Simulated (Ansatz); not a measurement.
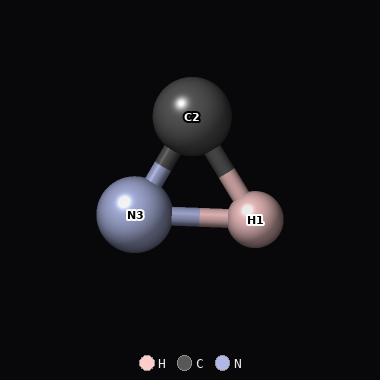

The system is the reacting system CHN (one molecule; an intramolecular 1,2-shift); the picture shows the reference structure. 
- First axis: distance H1–N3 (bond that forms). Second axis: distance H1–C2 (bond that breaks).
- Relaxed at each point: all other coordinates.
- Grid: 13 × 13 points.
- Points are written as (first, second).
- Energies: kJ/mol, counted from the lowest grid point.
- The reference is spin-restricted, so regions where a bond is pulled apart into radicals lie too high.
- These are results of RKS PBE-D4/def2-TZVP (Ansatz 0.2.0), not measurements.

Its coordinates:

```xyz
3

H     0.6149    0.3326   -0.2611
C    -0.6493    0.2245   -0.1704
N     0.0344   -0.5571    0.4316
```

Range: distance H1–N3 (bond that forms) from 0.918 to 2.418 Å; distance H1–C2 (bond that breaks) from 0.963 to 2.463 Å.

What landscape does the calculation give?

The lowest grid point is at (2.263 Å, 1.123 Å). A higher local minimum lies near (0.985 Å, 2.157 Å) (59 kJ/mol above the lowest at that grid point). The highest grid point, (2.418 Å, 2.463 Å), lies 545 kJ/mol above the lowest. On the interpolated surface the lowest path from the side where the first distance is long, (2.263 Å, 1.123 Å), to the well on the other side, about (1.00 Å, 2.11 Å), has its top at about (1.38 Å, 1.20 Å), about 189 kJ/mol above the start and 128 kJ/mol above the end.

| second ↓, first → | 0.918 | 0.985 | 1.078 | 1.183 | 1.298 | 1.420 | 1.549 | 1.683 | 1.822 | 1.965 | 2.112 | 2.263 | 2.418 |
| --- | --- | --- | --- | --- | --- | --- | --- | --- | --- | --- | --- | --- | --- |
| 2.463 | 413 | 309 | 208 | 148 | 166 | 238 | 309 | 372 | 426 | 470 | 504 | 529 | 545 |
| 2.308 | 230 | 140 | 81 | 110 | 175 | 244 | 311 | 371 | 421 | 460 | 490 | 509 | 521 |
| 2.157 | 98 | 59 | 77 | 123 | 184 | 249 | 311 | 365 | 410 | 444 | 468 | 482 | 488 |
| 2.010 | 90 | 78 | 94 | 135 | 191 | 250 | 306 | 354 | 392 | 420 | 438 | 446 | 446 |
| 1.867 | 115 | 99 | 110 | 146 | 195 | 247 | 296 | 337 | 368 | 388 | 398 | 399 | 392 |
| 1.728 | 140 | 121 | 126 | 154 | 196 | 240 | 281 | 313 | 336 | 347 | 348 | 341 | 328 |
| 1.594 | 167 | 143 | 140 | 161 | 194 | 229 | 260 | 283 | 295 | 297 | 289 | 275 | 254 |
| 1.465 | 194 | 164 | 154 | 165 | 189 | 215 | 235 | 247 | 248 | 239 | 223 | 201 | 173 |
| 1.343 | 222 | 186 | 168 | 171 | 185 | 199 | 208 | 208 | 198 | 180 | 155 | 125 | 92 |
| 1.228 | 255 | 213 | 187 | 181 | 185 | 188 | 185 | 173 | 152 | 124 | 92 | 55 | 30 |
| 1.123 | 297 | 251 | 218 | 203 | 196 | 188 | 173 | 149 | 119 | 83 | 43 | 0 | 76 |
| 1.030 | 355 | 304 | 265 | 243 | 226 | 206 | 180 | 147 | 108 | 65 | 18 | 26 | 185 |
| 0.963 | 417 | 364 | 321 | 292 | 267 | 240 | 205 | 165 | 120 | 71 | 23 | 109 | 300 |

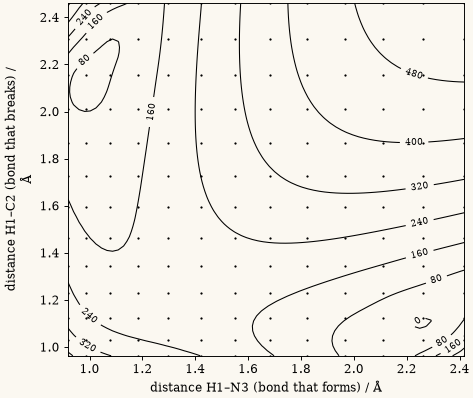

The picture shows contour lines labelled in kJ/mol, dots at the grid points. Between grid points the surface is interpolated.

Each point was launched as `ansatz run input.yaml --threads 1 --pin off --max-ram 2560MiB --backend cpu --events-out ev --progress --plain --runs-dir out`. Time for the 169 points that were run: 2.3 min on 1 thread of Intel(R) Xeon(R) 6975P-C (Granite Rapids) (shared host).
